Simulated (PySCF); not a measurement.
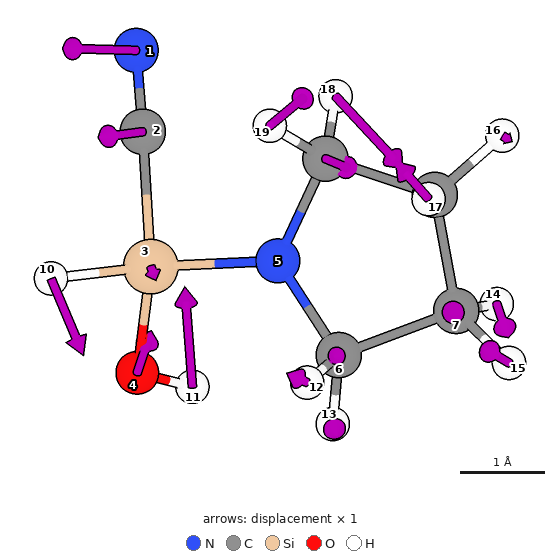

This is a relaxation of C₅H₁₀N₂OSi. The starting structure is drawn; purple arrows show the displacements, at their true length. The two geometries are superimposed by the best rigid fit.

A ball-and-stick model, seen at a tilt.

The start comes from GFN2-xTB. Its atoms were then displaced at random by about 0.01 Å.

Method: PBE0-D3(BJ)/def2-SVP geometry optimisation, gas phase in PySCF 2.14.0, density-fitted response routines. 

**What did the optimiser do to the structure, and how much energy did it gain?**

After 20 geometry steps the energy has fallen by 17.4 kJ/mol. An N atom moves most after the best rigid fit: 1.66 Å. By element the largest moves are N 1.66 Å, H 1.53 Å, C 1.00 Å, O 0.82 Å, Si 0.21 Å. Some distances before and after: H–Si 1.448 → 1.478 Å, C–N 1.437 → 1.467 Å, C–H 1.079 → 1.108 Å, C–N 1.477 → 1.461 Å. Bond angles that change, for instance: N–Si–H 121.4° → 110.4°, O–Si–N 112.7° → 118.7°, O–Si–H 100.5° → 105.0°. Groups turn about N–Si by about 60°, C–N by about 25°, C–C by about 25°.
